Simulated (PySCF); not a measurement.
H₅AlFNO₂Si, SMILES [OH][Al]([OH])[NH][SiH2]F at its B3LYP/def2-SVP optimised geometry (Å):

```
11

Si    -1.9598    -1.2052     0.0132
F     -2.4828    -1.5697     1.5169
N     -0.2950    -0.7858    -0.0187
Al     0.4952     0.8258     0.0000
O      2.1920     0.8258     0.0000
O     -0.3700     2.2856     0.0000
H     -2.7431    -0.0190    -0.4263
H     -2.2411    -2.4080    -0.8125
H      0.3497    -1.5763     0.0099
H      2.7431     1.6127     0.0103
H     -1.3224     2.4080     0.0099
```

Computed with B3LYP/def2-TZVP (PySCF 2.14.0). Cells within 0.4 Å of a nucleus heavier than hydrogen are left out (blank, or x).

Map of the Laplacian of the electron density (e/bohr⁵), clipped to [-1.50, 1.50] on the plane z = 0.0 Å:

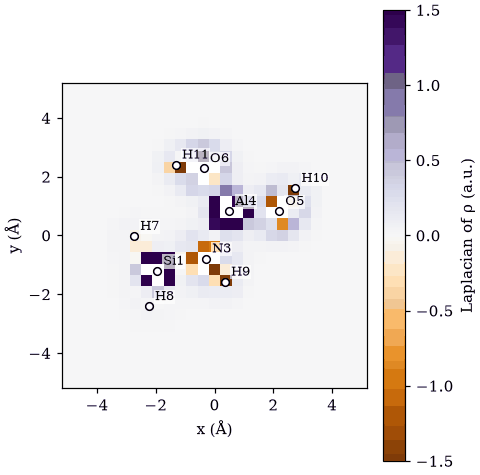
Laplacian of the electron density (e/bohr⁵), clipped to [-1.50, 1.50] on the plane z = 0.0 Å.
